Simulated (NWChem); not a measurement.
# Si2H5SO (SMILES O[SiH2]S[SiH2]): levels of theory compared

Wanted: a comparison of 4 runs (UHF/STO-3G, UHF/3-21G, UB3LYP/6-31G*) of Si2H5SO. 

The results are computed with NWChem 7.3.0.

## Step 1: The system as given

Si2H5SO: 9 atoms, total charge 0, spin state doublet. As SMILES, `O[SiH2]S[SiH2]`. Geometry: relaxed at PBE0-D4/def2-TZVP. This is one conformer, not always the lowest.

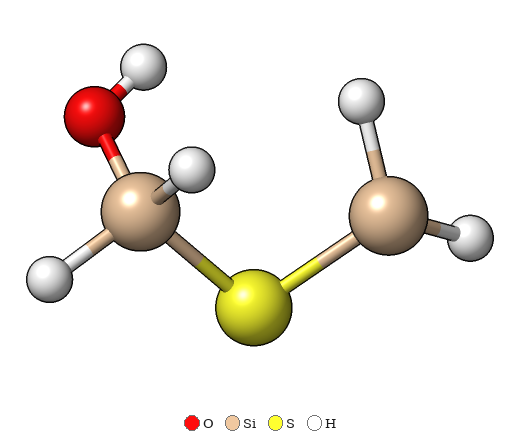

Viewed from a chosen angle; oxygen red, silicon light orange, sulfur yellow, hydrogen white.

## Step 2: Energy and gradient at UHF/STO-3G (run 1)

Input file run.py:

```python
from ase import Atoms
from ase.calculators.nwchem import NWChem

atoms = Atoms(['O', 'Si', 'S', 'Si', 'H', 'H', 'H', 'H', 'H'], positions=[
    [-0.385500, 1.720800, -1.014500],
    [-1.120700, 0.633400, -0.034100],
    [-0.625100, -1.394800, -0.517500],
    [1.124200, -1.529200, 0.689200],
    [0.572500, 1.717100, -1.051200],
    [-0.753500, 0.852100, 1.388900],
    [-2.569300, 0.796000, -0.266700],
    [1.867700, -0.232000, 0.666700],
    [1.978000, -2.609700, 0.122200],
])

calc = NWChem(
    label='a',
    theory='scf',
    memory='2200 mb',
    basis='STO-3G',
    basispar='spherical bse',
    scf={'nopen': '1', 'uhf': None, 'thresh': '1e-08', 'maxiter': '80'},
)
atoms.calc = calc

forces = atoms.get_forces()
print("Total energy (eV):", round(atoms.get_potential_energy(), 6))
print("forces (eV/A):")
for s, f in zip(atoms.symbols, forces):
    print(f"{s:2s} {f[0]:10.5f} {f[1]:10.5f} {f[2]:10.5f}")
```

Launch:

```
$ export ASE_NWCHEM_COMMAND="nwchem PREFIX.nwi > PREFIX.nwo"
$ python run.py
```

Log:

```text
Total energy (eV): -28330.670552
forces (eV/A):
O    -1.29316    1.26442   -0.97399
Si   -1.12825   -1.51680    1.42886
S     0.49504    0.98026    0.58786
Si    1.11889   -0.13143   -0.71446
H     1.35826   -0.45509    0.37363
H    -0.54477   -0.01697   -1.44527
H     1.44583    0.06736    0.36443
H    -0.69466   -1.47689   -0.18188
H    -0.75719    1.28519    0.56081
```

The calculator wrote a.nwi:

```
title "a"

permanent_dir a

scratch_dir a

start a

geometry units angstrom nocenter noautosym noautoz
  O  -3.8550000000000001e-01 1.7208000000000001e+00 -1.0145000000000000e+00
  Si -1.1207000000000000e+00 6.3339999999999996e-01 -3.4099999999999998e-02
  S  -6.2509999999999999e-01 -1.3948000000000000e+00 -5.1749999999999996e-01
  Si 1.1242000000000001e+00 -1.5291999999999999e+00 6.8920000000000003e-01
  H  5.7250000000000001e-01 1.7171000000000001e+00 -1.0511999999999999e+00
  H  -7.5349999999999995e-01 8.5209999999999997e-01 1.3889000000000000e+00
  H  -2.5693000000000001e+00 7.9600000000000004e-01 -2.6669999999999999e-01
  H  1.8676999999999999e+00 -2.3200000000000001e-01 6.6669999999999996e-01
  H  1.9780000000000000e+00 -2.6097000000000001e+00 1.2220000000000000e-01
end

memory 2200 mb

basis spherical bse noprint
   * library STO-3G
end

scf
  nopen 1
  uhf
  thresh 1e-08
  maxiter 80
end

task scf gradient
```

a.nwo:

```text
Northwest Computational Chemistry Package (NWChem) 7.3.0
             --------------------------------------------------------

           Job information
           ---------------

    nwchem branch   = 7.3.0
    use scalapack   = T
    input           = a.nwi
    prefix          = a.
    data base       = a/a.db
    status          = startup
    nproc           =        1

           Memory information
           ------------------

    heap     =     72089596 doubles =      550.0 Mbytes
    stack    =     72089601 doubles =      550.0 Mbytes
    global   =    144179200 doubles =     1100.0 Mbytes (distinct from heap & stack)
    total    =    288358397 doubles =     2200.0 Mbytes
    verify   = yes
    hardfail = no

[... 38 lines left out ...]
            Nuclear Dipole moment (a.u.)
[... 86 lines left out ...]
 1-e energy   =   -2002.357273
[... 7 lines left out ...]
         Quadratically convergent UHF
[... 15 lines left out ...]
       Final UHF  results
[... 3 lines left out ...]
      One electron energy =  -1998.245912364785
[... 1 line left out ...]
 Nuclear repulsion energy =    274.495475578769
[... 49 lines left out ...]
          Final beta eigenvalues
[... 214 lines left out ...]
                     UHF Final Beta Molecular Orbital Analysis
[... 239 lines left out ...]
                         UHF ENERGY GRADIENTS

    atom               coordinates                        gradient
                 x          y          z           x          y          z
   1 O      -0.728489   3.251840  -1.917127    0.025148  -0.024589   0.018941
   2 Si     -2.117816   1.196952  -0.064440    0.021941   0.029497  -0.027787
   3 S      -1.181268  -2.635790  -0.977933   -0.009627  -0.019063  -0.011432
[... 5 lines of this table left out ...]
   9 H       3.737878  -4.931618   0.230925    0.014725  -0.024993  -0.010906

                 ----------------------------------------
                 |  Time  |  1-e(secs)   |  2-e(secs)   |
                 ----------------------------------------
                 |  CPU   |       0.00   |       0.41   |
                 ----------------------------------------
                 |  WALL  |       0.00   |       0.41   |
                 ----------------------------------------

 Task  times  cpu:        2.8s     wall:        2.8s
 Total times  cpu:        2.8s     wall:        2.8s
```

Run time: 3.9 s. Hardware: 1 thread of Intel Xeon 6975P-C (Granite Rapids), shared host; peak memory 0.094 GiB.

## Step 3: Energy and forces at UHF/3-21G (run 2)

Input file calc.nw:

```
start calc
memory stack 880 mb heap 220 mb global 1100 mb

geometry units angstrom noautosym nocenter noautoz
  O       -0.385500       1.720800      -1.014500
  Si      -1.120700       0.633400      -0.034100
  S       -0.625100      -1.394800      -0.517500
  Si       1.124200      -1.529200       0.689200
  H        0.572500       1.717100      -1.051200
  H       -0.753500       0.852100       1.388900
  H       -2.569300       0.796000      -0.266700
  H        1.867700      -0.232000       0.666700
  H        1.978000      -2.609700       0.122200
end

basis "ao basis" spherical bse
  * library 3-21G
end

scf
  doublet
  uhf
  thresh 1e-08
  maxiter 80
  print medium
end

task scf gradient
```

Launch:

```
$ nwchem calc.nw > calc.out
```

Log:

```text
[...]
  functions       =    58
[...]
  wavefunction    = UHF
[...]
         Total SCF energy =  -1047.732008431606
      One electron energy =  -1998.195265889705
      Two electron energy =    675.967781879330
 Nuclear repulsion energy =    274.495475578769
                       Sz =      0.5000
                 Sz(Sz+1) =      0.7500
                      S^2 =      0.7536
[...]
                         UHF ENERGY GRADIENTS
    atom               coordinates                        gradient
                 x          y          z           x          y          z
   1 O      -0.728489   3.251840  -1.917127   -0.015810  -0.011187   0.007881
   2 Si     -2.117816   1.196952  -0.064440    0.045533  -0.016006  -0.015536
   3 S      -1.181268  -2.635790  -0.977933    0.017740   0.017728   0.017708
   4 Si      2.124430  -2.889769   1.302399   -0.037498   0.017511  -0.014777
   5 H       1.081868   3.244848  -1.986480   -0.007187  -0.009439   0.008826
   6 H      -1.423909   1.610236   2.624640   -0.000348   0.001374   0.001686
   7 H      -4.855273   1.504222  -0.503990   -0.003259   0.001261  -0.001955
   8 H       3.529441  -0.438416   1.259880    0.000775   0.000401  -0.000129
   9 H       3.737878  -4.931618   0.230925    0.000054  -0.001642  -0.003704
[...]
```

Wall time 4.5 s (1 thread of Intel Xeon 6975P-C (Granite Rapids), shared host); peak memory 0.096 GiB.

Run 3 isn't shown in full; the table further down has it.

## Step 4: Energy and forces at UB3LYP/6-31G(d) (spherical functions) (run 4)

Input file run.py:

```python
from ase import Atoms
from ase.calculators.nwchem import NWChem

atoms = Atoms('OSiSSiHHHHH', positions=[
    [-0.385500, 1.720800, -1.014500],
    [-1.120700, 0.633400, -0.034100],
    [-0.625100, -1.394800, -0.517500],
    [1.124200, -1.529200, 0.689200],
    [0.572500, 1.717100, -1.051200],
    [-0.753500, 0.852100, 1.388900],
    [-2.569300, 0.796000, -0.266700],
    [1.867700, -0.232000, 0.666700],
    [1.978000, -2.609700, 0.122200],
])

calc = NWChem(
    label='calc',
    theory='dft',
    memory='2200 mb',
    basis='6-31G*',
    basispar='spherical bse',
    dft={'xc': 'b3lyp', 'mult': '2', 'grid': 'xfine', 'convergence': 'energy 1e-08', 'iterations': '100', 'mulliken': None},
)
atoms.calc = calc

forces = atoms.get_forces()
print(f"energy = {atoms.get_potential_energy():.6f} eV")
print("forces (eV/A):")
for s, f in zip(atoms.symbols, forces):
    print(f"{s:2s} {f[0]:10.5f} {f[1]:10.5f} {f[2]:10.5f}")
```

Launch:

```
$ export ASE_NWCHEM_COMMAND="nwchem PREFIX.nwi > PREFIX.nwo"
$ python run.py
```

Log:

```text
energy = -28719.813743 eV
forces (eV/A):
O    -0.16506    0.44727   -0.37523
Si   -0.45832   -0.03116    0.36854
S    -0.20939   -0.26266   -0.22641
Si    0.30324   -0.21217    0.27974
H     0.45519    0.03610   -0.03486
H    -0.02756   -0.01136    0.03687
H    -0.00257    0.00113    0.00406
H     0.05811    0.03728   -0.03409
H     0.04643   -0.00442   -0.01867
```

The calculator wrote calc.nwi:

```
title "calc"

permanent_dir calc

scratch_dir calc

start calc

geometry units angstrom nocenter noautosym noautoz
  O  -3.8550000000000001e-01 1.7208000000000001e+00 -1.0145000000000000e+00
  Si -1.1207000000000000e+00 6.3339999999999996e-01 -3.4099999999999998e-02
  S  -6.2509999999999999e-01 -1.3948000000000000e+00 -5.1749999999999996e-01
  Si 1.1242000000000001e+00 -1.5291999999999999e+00 6.8920000000000003e-01
  H  5.7250000000000001e-01 1.7171000000000001e+00 -1.0511999999999999e+00
  H  -7.5349999999999995e-01 8.5209999999999997e-01 1.3889000000000000e+00
  H  -2.5693000000000001e+00 7.9600000000000004e-01 -2.6669999999999999e-01
  H  1.8676999999999999e+00 -2.3200000000000001e-01 6.6669999999999996e-01
  H  1.9780000000000000e+00 -2.6097000000000001e+00 1.2220000000000000e-01
end

memory 2200 mb

basis spherical bse noprint
   * library 6-31G*
end

dft
  xc b3lyp
  mult 2
  grid xfine
  convergence energy 1e-08
  iterations 100
  mulliken
end

task dft gradient
```

calc.nwo:

```text
Northwest Computational Chemistry Package (NWChem) 7.3.0
             --------------------------------------------------------

           Job information
           ---------------

    nwchem branch   = 7.3.0
    use scalapack   = T
    input           = calc.nwi
    prefix          = calc.
    data base       = calc/calc.db
    status          = startup
    nproc           =        1

           Memory information
           ------------------

    heap     =     72089596 doubles =      550.0 Mbytes
    stack    =     72089601 doubles =      550.0 Mbytes
    global   =    144179200 doubles =     1100.0 Mbytes (distinct from heap & stack)
    total    =    288358397 doubles =     2200.0 Mbytes
    verify   = yes
    hardfail = no

[... 122 lines left out ...]
          Convergence on energy requested:  1.00D-08
[... 27 lines left out ...]
          Convergence Information
[... 30 lines left out ...]
 1-e energy   =   -2003.052385
[... 54 lines left out ...]
      One electron energy =    -2005.981793669989
[... 8 lines left out ...]
                    DFT Final Alpha Molecular Orbital Analysis
[... 1220 lines left out ...]
          Convergence on gradient requested:  5.00D-04
[... 28 lines left out ...]
          total energy or number of iterations.
[... 26 lines left out ...]
                         DFT ENERGY GRADIENTS

    atom               coordinates                        gradient
                 x          y          z           x          y          z
   1 O      -0.728489   3.251840  -1.917127    0.003210  -0.008698   0.007297
   2 Si     -2.117816   1.196952  -0.064440    0.008913   0.000606  -0.007167
   3 S      -1.181268  -2.635790  -0.977933    0.004072   0.005108   0.004403
[... 5 lines of this table left out ...]
   9 H       3.737878  -4.931618   0.230925   -0.000903   0.000086   0.000363

                 ----------------------------------------
                 |  Time  |  1-e(secs)   |  2-e(secs)   |
                 ----------------------------------------
                 |  CPU   |       0.01   |       3.56   |
                 ----------------------------------------
                 |  WALL  |       0.01   |       3.56   |
                 ----------------------------------------

 Task  times  cpu:       51.0s     wall:       51.0s
 Total times  cpu:       51.1s     wall:       51.1s
```

It took 52 s on 1 thread of Intel Xeon 6975P-C (Granite Rapids), shared host; peak memory 0.14 GiB.

## Step 5: Overview of the runs

```tsv
run	level	Cartesian functions	iteration cap	energy (Eh)	dipole moment (D)	HOMO energy (eV)	LUMO energy (eV)	wall time
1	UHF/STO-3G	no	80	-1041.132948	2.13	-5.72	5.79	3.9 s
2	UHF/3-21G	no	80	-1047.732008	3.39	-9.05	0.50	4.5 s
3	UB3LYP/6-31G* (Cartesian functions)	yes	100	-1055.441352	–	–	–	55 s
4	UB3LYP/6-31G* (spherical functions)	no	100	-1055.433697	1.86	-5.78	-3.01	52 s
```

## Step 6: Outcome

| quantity | value |
| --- | --- |
| run 4: total energy | -1055.43370 Eh |
| run 4: dipole moment | 1.86 D |
| run 4: HOMO energy (highest over α and β) | -5.78 eV |
| run 4: LUMO energy (lowest over α and β) | -3.01 eV |
| run 4: ⟨S²⟩ | 0.752 |
| run 4: largest force on an atom | 0.607 eV/Å |

Over runs 1, 2, 4 the dipole moment (its size) runs from 1.86 D (UB3LYP/6-31G*) to 3.39 D (UHF/3-21G). The two ends differ in method and basis. In run 1 the basis is minimal, so the values are rough. All runs together took 1.9 min, the longest 55 s.
